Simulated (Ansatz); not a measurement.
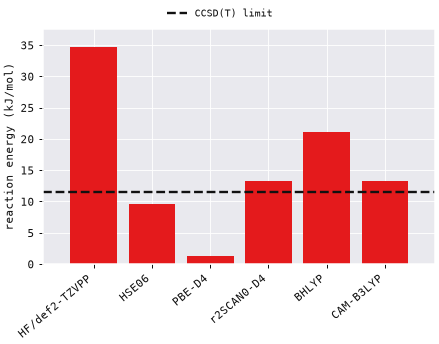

Electronic reaction energy of GaNH₄Se ([NH2][GaH][SeH]) + B₂H₃Cl (BBCl) → B₂H₃SeCl (ClBB[SeH]) + GaNH₄ ([NH2][GaH2]) (SMILES in brackets) at several levels (functionals in def2-TZVPP unless a basis is named), isolated molecules at PBE0-D4 triple-zeta geometries, minima by their frequencies, no zero-point or thermal terms, the Ansatz code. The line is frozen-core CCSD(T) at the basis limit (MP2 extrapolated from triple and quadruple zeta, plus CCSD(T) less MP2 in a smaller set). No dispersion term is added to HSE06, BHLYP and CAM-B3LYP.

### What do zero-point energy and temperature add?

Zero-point change 0.3 kJ/mol; at 298.15 K and 1 bar the CCSD(T) limit plus thermal terms gives an enthalpy of reaction of 10.1 and a free energy of 14.8 kJ/mol (harmonic PBE0-D4 modes, ideal gas).

### What range do the values span, the line included?

From 1.3 kJ/mol (PBE-D4) to 34.8 kJ/mol (HF/def2-TZVPP).

Known limits of this run: no scalar relativity up to krypton; outer-core shells are correlated without core-valence functions, which makes the correlated values less sure; one conformer of each flexible molecule.
